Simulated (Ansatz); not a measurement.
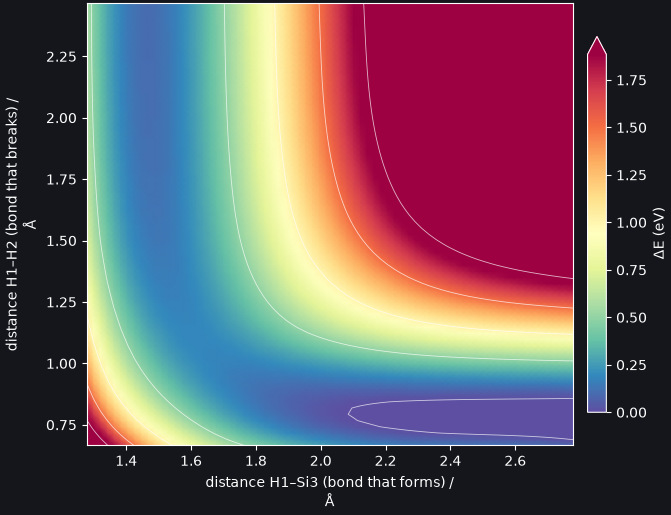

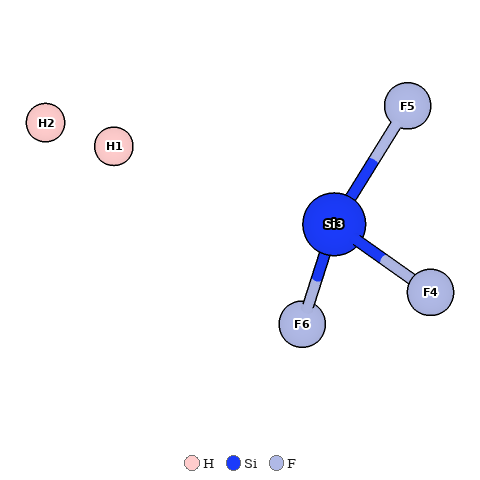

Energy landscape of the reacting system F3H2Si (fragments H + H + F₃Si where the first distance is long, F₃HSi + H where the second is long), spin multiplicity 2. Coordinates scanned: (1) distance H1–Si3 (bond that forms); (2) distance H1–H2 (bond that breaks). Relaxed at each point: all other coordinates. Grid: 7 × 7 points. Points are written as (first, second). All energies are given in eV relative to the lowest grid point. In part of the range the unrestricted reference is strongly spin-contaminated. Method: UKS r2SCAN-D4/def2-SVP in Ansatz 0.2.0.

Drawn: a smooth colour map with a few white contour lines, one colour for all values above the top of the scale. Between grid points the surface is interpolated. The second picture is the structure at the lowest point.

Summarise what can be read from the map.

The lowest grid point is at (2.778 Å, 0.858 Å). It lies in a valley that leaves the map towards separated partners. The highest grid point, (2.778 Å, 2.466 Å), lies 3.68 eV above the lowest. On the interpolated surface the lowest path from the side where the first distance is long, about (2.78 Å, 0.77 Å), to the side where the second distance is long, about (1.47 Å, 2.39 Å), has its top at (1.658 Å, 1.122 Å), about 0.29 eV above the start and 0.085 eV above the end.

The values on the grid:

```csv
"second ↓, first →",1.278,1.438,1.658,1.909,2.182,2.472,2.778
2.466,0.58,0.11,0.38,1.19,2.18,3.11,3.68
2.099,0.60,0.12,0.37,1.15,2.11,2.97,3.49
1.750,0.65,0.14,0.34,1.06,1.92,2.64,3.09
1.423,0.79,0.20,0.28,0.84,1.49,1.98,2.28
1.122,1.11,0.36,0.20,0.43,0.73,0.92,1.02
0.858,1.68,0.74,0.26,0.07,0.02,0.01,0.00
0.666,2.55,1.43,0.69,0.33,0.17,0.13,0.07
```

The input of one point:

```yaml
crystal:
  periodic: [false, false, false]
  atoms:
    - { symbol: H, position_ang: [-1.6382, -0.595117, 0.798596] }
    - { symbol: H, position_ang: [-2.368346, -0.8678, 1.157336] }
    - { symbol: Si, position_ang: [0.734099, 0.270281, -0.359234] }
    - { symbol: F, position_ang: [1.399716, 1.249699, 0.732372] }
    - { symbol: F, position_ang: [0.29387, 1.020013, -1.714974] }
    - { symbol: F, position_ang: [1.578758, -1.077074, -0.614097] }
magnetization:
  spin_polarized: true
  initial_magnetization: 1
basis:
  gaussian: { orbitals: def2-SVP }
hamiltonian:
  xc: r2scan
  dispersion: d4
output:
  forces: true
relax:
  f_tol: 0.02
  max_steps: 50
  escape_saddle: false
  constraints: [{ distance: [0, 2] }, { distance: [0, 1] }]
```

Each point was launched as `ansatz run input.yaml --threads 1 --pin off --max-ram 2560MiB --backend cpu --events-out ev --progress --plain --runs-dir out`. The whole map (49 points run) took 27 min on 1 thread of Arm Neoverse V2 (shared host).
